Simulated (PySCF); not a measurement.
**CoCl₂: structure of the quartet**

The task is one start of a wider search on CoCl₂: the quartet, from a bent start. It is relaxed, tested by its Hessian and followed downhill if it is a saddle.

Computed with PySCF 2.14.0. Level: PBE0, basis Co def2-SVP, Cl def2-SVP, no relativity, density fitting.

## (1) The system as given

3 atoms, charge 0, spin multiplicity 4.

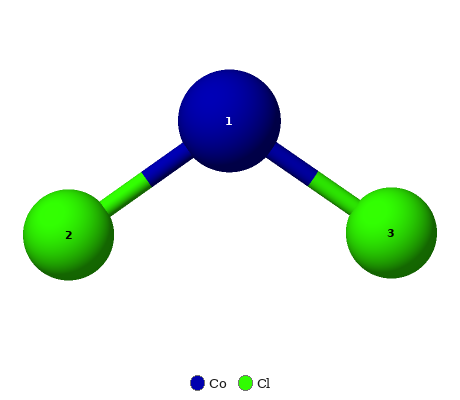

The starting geometry (cobalt blue, chlorine green); atoms are numbered from 1 in the order of the file.

```xyz
3
charge 0 multiplicity 4
Co    0.0000    0.0000   -0.6537
Cl    1.7202    0.0000    0.5508
Cl   -1.7202    0.0000    0.5508
```

## (2) Bent start, quartet: relaxation

The steps below are one call of a driver around PySCF. For each, scf.py gives the equivalent set-up of the SCF; relaxations use the driver's own optimiser. Before each start the driver seeks the lowest SCF state from one or more starting densities and follows internal instabilities, so scf.py alone need not reach the same state.

The program finds C2v symmetry in the start, which this walk keeps. The walk stops when the largest gradient is under 0.0003 Eh/bohr and the energy has settled too.

scf.py reads:

```python
from pyscf import gto, scf, dft
mol = gto.M(atom='''
Co     0.000000     0.000000    -0.653677
Cl     1.720200    -0.000000     0.550823
Cl    -1.720200     0.000000     0.550823''',
    basis={'Co': 'def2-SVP', 'Cl': 'def2-SVP'},
    charge=0, spin=3)
mf = dft.UKS(mol, xc='PBE0')
mf.grids.atom_grid = (50, 194)
aux = {'Co': 'def2-universal-JKFIT', 'Cl': 'def2-universal-JKFIT'}
mf = mf.density_fit(auxbasis=aux)
mf.kernel()
```

Further steps of the session: Is it a minimum? Harmonic modes.

Q: Predict the outcome of this session. Wanted: minimum; geometry; wavenumbers; dipole moment; highest occupied, lowest empty level; polar-tensor charge of Co1; zero-point energy; atomisation energy; ⟨S²⟩.

The runs gave:

```
                                          quantity                                value
                                           minimum                         quartet, D∞h
                                          geometry  Co–Cl 2.102 Å (×2); Cl–Co–Cl 180.0°
                                wavenumbers (cm⁻¹)        70 (πu), 351 (σg+), 517 (σu+)
                                     dipole moment                               0.00 D
highest occupied, lowest empty level (either spin)                      -8.82, -3.71 eV
                        polar-tensor charge of Co1                              +1.18 e
                                 zero-point energy                           6.0 kJ/mol
                               entropy at 298.15 K                      294.4 J/(mol K)
         atomisation energy (no zero-point energy)                           769 kJ/mol
                                              ⟨S²⟩                                3.757
```

The bent start (C2v) ends in a minimum of D∞h symmetry. The strongest infrared band lies at 517 cm⁻¹ (σu+, stretch). The dipole vanishes although Co1 carries +1.2 e by the polar tensor: the bond dipoles cancel. Most of the spin sits on Co1 (Mulliken spin 2.76, against 3 for the whole molecule). Other starts or spin states, not run here, may lie lower. Take wavenumbers under 90 cm⁻¹ as rough. One determinant may miss the lowest occupation of an open d or f shell.
